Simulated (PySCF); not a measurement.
# B2NH2OF (SMILES OB1NB1F) at 6 levels

We compute a comparison of 6 runs (HF/STO-3G, HF/3-21G, B3LYP/6-31G*, B2PLYP/def2-SVP, wB97M-V/def2-SVP, SCS-MP2/def2-SVP) of B2NH2OF. The job is set up through a Python script.

The calculation is run with PySCF 2.14.0.

1 further run of the same task is left out (set aside as unsound or not needed).

**1. Starting point**

B2NH2OF has 7 atoms, charge 0, and is taken as a singlet. SMILES: `OB1NB1F`. Geometry: relaxed at PBE0-D4/def2-TZVP. This is one conformer, not always the lowest.

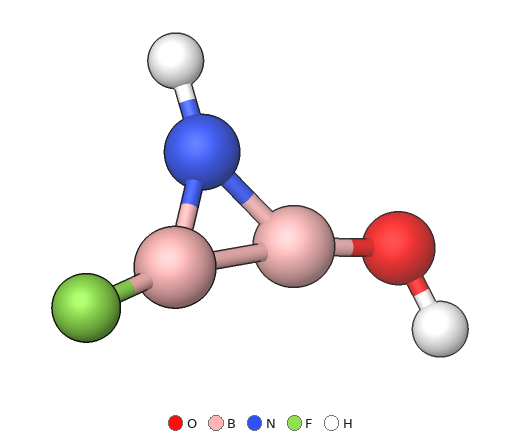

Viewed from a chosen angle; oxygen red, boron pink, nitrogen blue, fluorine green, hydrogen white.

**2. A single-point energy at HF/STO-3G (run 1)**

File job.py:

```python
from pyscf import gto

mol = gto.M(
    atom='''
O     -1.276700     0.176400     1.308100
B     -0.379000     0.150200     0.304200
N      0.632200    -0.768200    -0.094800
B      0.587000     0.339700    -0.954100
F      1.250000     0.724100    -2.025300
H     -1.829400     0.960200     1.293400
H      1.077200    -1.650400     0.122900
''',
    spin=0,
    basis='sto-3g',
    verbose=3,
    max_memory=1860,
)

mf = mol.RHF()
mf.conv_tol = 1e-10
mf.kernel()
if not mf.converged:
    mf = mf.newton().run(mf.mo_coeff, mf.mo_occ)

e_final = mf.e_tot
print('E(%s) = %.9f' % ('HF', e_final))
```

Command:

```bash
$ OMP_NUM_THREADS=1 python job.py
```

What it wrote:

```text
converged SCF energy = -275.638060667838
E(HF) = -275.638060668
```

Run time: 0.89 s. Hardware: 1 thread of Intel Xeon at 2.70GHz, shared host; peak memory 0.12 GiB.

**3. The energy at HF/3-21G (run 2)**

File job.py:

```python
from pyscf import gto

mol = gto.M(
    atom='''
O     -2.412613     0.333348     2.471951
B     -0.716206     0.283837     0.574855
N      1.194685    -1.451688    -0.179146
B      1.109269     0.641940    -1.802988
F      2.362158     1.368351    -3.827262
H     -3.457065     1.814515     2.444172
H      2.035613    -3.118804     0.232247
''',
    charge=0,
    verbose=4,
    max_memory=1860,
    spin=0,
    unit='bohr',
    basis='3-21g',
)

calc0 = mol.RHF()
calc0.conv_tol = 1e-10
calc0.kernel()
if not calc0.converged:
    calc0 = calc0.newton().run(calc0.mo_coeff, calc0.mo_occ)

energy = calc0.e_tot
print('E = %.10f Eh' % energy)
```

Command:

```bash
$ OMP_NUM_THREADS=1 python job.py
```

What it wrote:

```text
PySCF version 2.14.0

[... 63 lines left out ...]
converged SCF energy = -277.881375248133
E = -277.8813752481 Eh
```

Wall time 0.87 s (1 thread of Intel Xeon at 2.70GHz, shared host); peak memory 0.12 GiB.

Runs 3 to 5 aren't shown in full; the table further down has their settings and results.

**4. The energy at SCS-MP2/def2-SVP (run 6)**

File run.py:

```python
from pyscf import gto, mp

mol = gto.Mole()
mol.atom = '''
O   -1.276700   0.176400   1.308100
B   -0.379000   0.150200   0.304200
N    0.632200  -0.768200  -0.094800
B    0.587000   0.339700  -0.954100
F    1.250000   0.724100  -2.025300
H   -1.829400   0.960200   1.293400
H    1.077200  -1.650400   0.122900
'''
mol.spin = 0
mol.charge = 0
mol.verbose = 4
mol.max_memory = 1860
mol.basis = 'def2-svp'
mol.build()

mf = mol.RHF()
mf.conv_tol = 1e-10
mf.kernel()
if not mf.converged:
    mf = mf.newton().run(mf.mo_coeff, mf.mo_occ)

pt = mp.MP2(mf, frozen=5).run()
e_final = mf.e_tot + 1.2 * pt.e_corr_os + pt.e_corr_ss / 3
print('E(%s) = %.9f' % ('SCS-MP2', e_final))
```

Command:

```bash
$ OMP_NUM_THREADS=1 python run.py
```

What it wrote:

```text
PySCF version 2.14.0

[... 63 lines left out ...]
converged SCF energy = -279.188589367732
[... 1 line left out ...]
******** <class 'pyscf.mp.mp2.RMP2'> ********
nocc = 13, nmo = 75
frozen orbitals 5
E(RMP2) = -279.876008036123  E_corr = -0.687418668390683
E(SCS-RMP2) = -279.853238201711  E_corr = -0.664648833978949
E_corr(same-spin) = -0.18490796318062
E_corr(oppo-spin) = -0.502510705210063
E(SCS-MP2) = -279.853238202
```

It took 1.6 s on 1 thread of Intel Xeon at 2.70GHz, shared host; peak memory 0.18 GiB.

**5. Overview of the runs**

```csv
run,level,integration grid,frozen core orbitals,energy (Eh),dipole moment (D) of the reference,HOMO energy (eV),LUMO energy (eV),wall time
1,HF/STO-3G,–,–,-275.638061,0.66,-7.70,9.05,0.89 s
2,HF/3-21G,–,–,-277.881375,1.15,-10.44,4.68,0.87 s
3,B3LYP/6-31G* (spherical functions),5,–,-280.826898,1.02,-6.66,0.62,14 s
4,B2PLYP/def2-SVP,5,5,-280.382624,1.20,-8.37,1.98,15 s
5,wB97M-V/def2-SVP,5,–,-280.548325,1.20,-9.33,2.74,81 s
6,SCS-MP2/def2-SVP,–,5,-279.853238,1.18,-10.45,4.25,1.6 s
```

**6. What came out**

```
                                          quantity          value
                               run 6: total energy  -279.85324 Eh
       run 6: dipole moment (Hartree–Fock density)         1.18 D
        run 6: HOMO energy (Hartree–Fock orbitals)      -10.45 eV
        run 6: LUMO energy (Hartree–Fock orbitals)        4.25 eV
      run 6: HOMO–LUMO gap (Hartree–Fock orbitals)       14.70 eV
run 6: correlation energy (5 core orbitals frozen)     -664.6 mEh
```

**Reading.** Over runs 1, 2, 3, 4, 5 the dipole moment (its size) runs from 0.66 D (HF/STO-3G) to 1.20 D (wB97M-V/def2-SVP). The two ends differ in method and basis. Over runs 1, 2, 3, 4, 5 the HOMO–LUMO gap runs from 7.29 eV (B3LYP/6-31G*) to 16.76 eV (HF/STO-3G). Totals of different functionals can't be ranked against each other. In run 1 the basis is minimal, so the values are rough. All runs together took 1.9 min, the longest 81 s.
